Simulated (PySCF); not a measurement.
# HS− (SMILES [SH-]) at 6 levels

Wanted: a comparison of 6 runs (B3LYP/6-31G*, PBE/6-31G*, PBE0/6-31G*, CCSDT/6-31G*, CCSD(T)/6-31G*, FCI/6-31G*) of HS−. The job is set up through a Python script.

Program for the calculation: PySCF 2.14.0.

9 further runs of the same task are left out: 9 set aside as unsound or not needed.

### Step 1. The structure to begin with

HS−: 2 atoms, total charge -1, spin state singlet. As SMILES, `[SH-]`. The S1–H2 distance was set to 2.019 Å, away from the relaxed value.

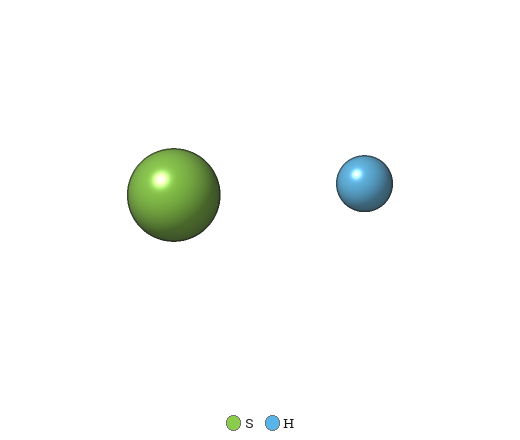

The structure, seen from a chosen angle (sulfur green, hydrogen blue).

### Step 2. The energy at B3LYP/6-31G(d) (spherical functions) (run 1)

job.py reads:

```python
from pyscf import gto, dft

mol = gto.Mole()
mol.atom = [
    ('S', (1.149442, -0.375814, 0.591022)),
    ('H', (-0.574700, 0.187900, -0.295500)),
]
mol.charge = -1
mol.basis = '6-31g*'
mol.verbose = 4
mol.max_memory = 1860
mol.build()

ks = dft.RKS(mol)
ks.xc = 'b3lyp'
ks.grids.level = 5
ks.conv_tol = 1e-10
ks.kernel()
if not ks.converged:
    ks = ks.newton().run(ks.mo_coeff, ks.mo_occ)

etot = ks.e_tot
print('E(%s) = %.9f' % ('B3LYP', etot))
```

On the command line:

```
$ OMP_NUM_THREADS=1 python job.py
```

The program printed:

```text
PySCF version 2.14.0

[... 68 lines left out ...]
converged SCF energy = -398.735523580278
E(B3LYP) = -398.735523580
```

Run time: 1.4 s. Hardware: 1 thread of Arm Neoverse V1, shared host; peak memory 0.17 GiB.

### Step 3. The energy at PBE/6-31G(d) (spherical functions) (run 2)

input.py reads:

```python
from pyscf import gto, dft

system = gto.Mole()
system.atom = '''
S      2.172131    -0.710186     1.116870
H     -1.086026     0.355080    -0.558414
'''
system.verbose = 3
system.max_memory = 1860
system.unit = 'bohr'
system.charge = -1
system.basis = '6-31g*'
system.build()

mf = dft.RKS(system, xc='pbe')
mf.conv_tol = 1e-10
mf.grids.level = 5
mf.kernel()
if not mf.converged:
    mf = mf.newton().run(mf.mo_coeff, mf.mo_occ)

e_tot = mf.e_tot
print('Final energy', e_tot)
```

On the command line:

```
$ OMP_NUM_THREADS=1 python input.py
```

The program printed:

```text
converged SCF energy = -398.540477052898
Final energy -398.54047705289764
```

Run time: 1.4 s. Hardware: 1 thread of Arm Neoverse V1, shared host; peak memory 0.17 GiB.

Runs 3 to 5 aren't shown in full; the table further down has their settings and results.

### Step 4. The energy at FCI/6-31G(d) (spherical functions) (run 6)

geometry.xyz reads:

```xyz
2
HS
S      1.149442    -0.375814     0.591022
H     -0.574700     0.187900    -0.295500
```

calc.py reads:

```python
from pyscf import gto, scf, mcscf

molecule = gto.Mole()
molecule.atom = 'geometry.xyz'
molecule.spin = 0
molecule.charge = -1
molecule.verbose = 3
molecule.max_memory = 1860
molecule.basis = '6-31g*'
molecule.build()

mf = scf.RHF(molecule)
mf.conv_tol = 1e-10
mf.kernel()
if not mf.converged:
    mf = mf.newton().run(mf.mo_coeff, mf.mo_occ)

cas = mcscf.CASCI(mf, mf.mo_coeff.shape[-1] - 5, (molecule.nelec[0] - 5, molecule.nelec[1] - 5))  # full CI above the frozen core
cas.fix_spin_(ss=0.0)
cas.kernel()
energy = cas.e_tot
print('E(%s) = %.9f' % ('FCI', energy))
```

On the command line:

```
$ OMP_NUM_THREADS=1 python calc.py
```

The program printed:

```text
converged SCF energy = -398.010566316088
CASCI E = -398.167167554663  E(CI) = -12.2173325455182  S^2 = 0.0000000
E(FCI) = -398.167167555
```

It took 70 s on 1 thread of Arm Neoverse V1, shared host; peak memory 0.5 GiB.

### Step 5. Overview of the runs

| run | level | integration grid | frozen core orbitals | energy (Eh) | HOMO energy (eV) | LUMO energy (eV) | HOMO–LUMO gap (eV) | wall time |
| --- | --- | --- | --- | --- | --- | --- | --- | --- |
| 1 | B3LYP/6-31G* (spherical functions) | 5 | – | -398.735524 | 0.86 | 4.29 | 3.43 | 1.4 s |
| 2 | PBE/6-31G* (spherical functions) | 5 | – | -398.540477 | 1.89 | 3.58 | 1.69 | 1.4 s |
| 3 | PBE0/6-31G* (spherical functions) | 5 | – | -398.570382 | 0.54 | 4.44 | 3.90 | 1.4 s |
| 4 | CCSDT/6-31G* (spherical functions) | – | 5 | -398.166930 | -2.59 | 7.95 | 10.54 | 1.3 s |
| 5 | CCSD(T)/6-31G* (spherical functions) | – | 5 | -398.166295 | -2.59 | 7.95 | 10.54 | 0.85 s |
| 6 | FCI/6-31G* (spherical functions) | – | 5 | -398.167168 | -2.59 | 7.95 | 10.54 | 70 s |

### Step 6. Summary of results

| quantity | value |
| --- | --- |
| run 6: total energy | -398.16717 Eh |
| run 6: HOMO energy (Hartree–Fock orbitals) | -2.59 eV |
| run 6: LUMO energy (Hartree–Fock orbitals) | 7.95 eV |
| run 6: HOMO–LUMO gap (to an unbound level, set by the basis) | 10.54 eV |
| run 6: correlation energy (5 core orbitals frozen) | -156.6 mEh |

Against full CI in this basis: CCSDT +0.2 mEh; CCSD(T) +0.9 mEh. Over runs 1, 2, 3 the HOMO–LUMO gap runs from 1.69 eV (PBE/6-31G*) to 3.90 eV (PBE0/6-31G*). The empty levels of an anion lie above zero and hang on the basis. Totals of different functionals can't be ranked against each other. In runs 1, 2, 3 the HOMO lies above zero, so the outermost electron may be held by the basis alone. All runs together took 77 s, the longest 70 s.
